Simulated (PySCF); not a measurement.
**C2H9NSSi3 (SMILES N#CCS[SiH2][SiH2][SiH3]): density, localisation and related maps**

Input

```
{"job": {"kind": "uv", "xc": "wB97X-D", "basis": "def2-SVPD", "nstates": 8, "ntriplets": 3}, "charge": 0, "multiplicity": 1}
N     -3.022212    -0.702377    -1.128396
C     -2.534534     0.120639    -0.500948
C     -1.896533     1.101870     0.320971
S     -1.437145     0.382917     1.953234
Si    -0.408620    -1.440644     1.363309
Si     1.157151    -0.938507    -0.276829
Si     2.439597     0.967257     0.097011
H     -2.582808     1.921755     0.537872
H     -0.996717     1.485993    -0.165206
H      0.128772    -1.800737     2.671873
H     -1.479973    -2.383707     1.049625
H      0.447831    -0.832076    -1.563754
H      1.995416    -2.137765    -0.412279
H      3.418248     0.758740     1.164194
H      1.595450     2.096071     0.505867
H      3.168478     1.409514    -1.092989
```

Command:

```sh
OMP_NUM_THREADS=1 python probes_run.py task.json out
```

Geometry: GFN2-xTB.

These are results of wB97X-D/def2-SVPD, SCF density, gas phase in PySCF, not measurements.

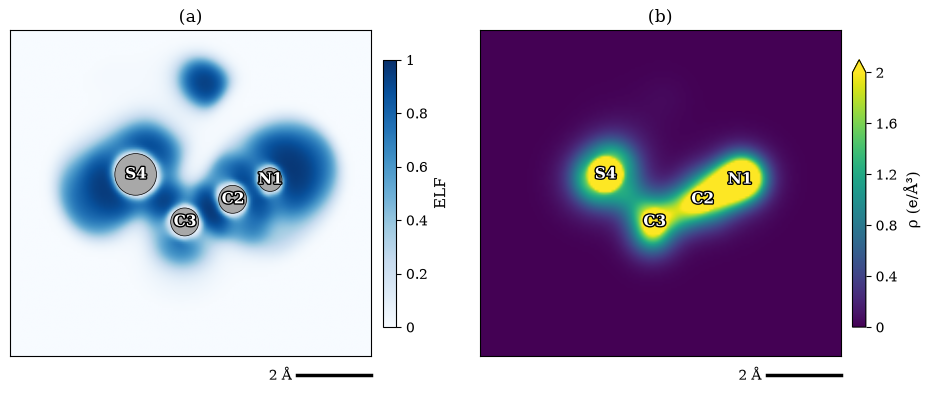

Figure 1. (a) ELF; (b) electron density on the plane of atoms C2, C3 and S4. Grey discs cover the atomic cores in the ELF map.

### Read the bonding off the picture.

- Atoms in the plane: N, C and S.
- C–N (1.14 Å): ρ is about 3.6 e/Å³ halfway; the ELF peaks at about 0.85 between the atoms; a multiple bond.
- C–C (1.43 Å): ρ at the midpoint is about 1.9 e/Å³; the ELF peaks at about 0.95 between the atoms; localised, covalent bonding.
- C–S (1.84 Å): ρ at the midpoint is about 1.2 e/Å³; the ELF peaks at about 0.90 between the atoms: localised, covalent bonding.
- The ELF also peaks beside S4 and N1, away from the bonds: lone-pair regions.

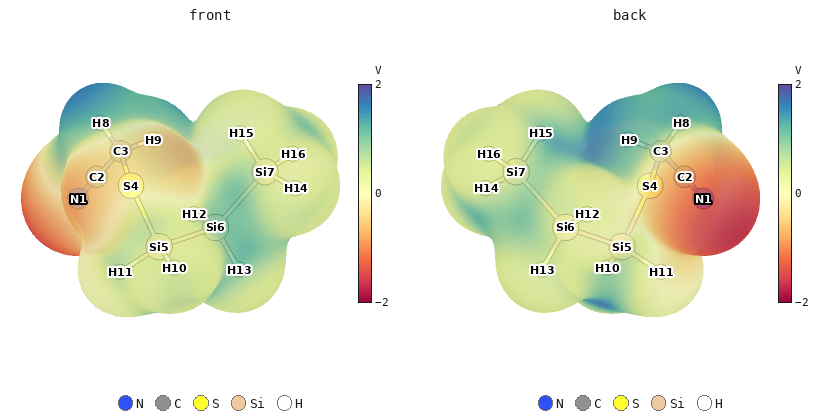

Figure 2. The electrostatic potential painted on the density surface at 0.002 e/bohr³, seen from the front and from behind; the colour scale runs from red (negative) to blue (positive).

### Which sites attract a positive test charge, and which a negative one?

A positive charge is drawn to the negative regions and a negative charge to the positive ones. The most negative region (about −1.7 V) lies over N1, the most positive (about +1.6 V) over Si5, Si6, H8 and H9. N1 is the likeliest acceptor of a hydrogen bond.
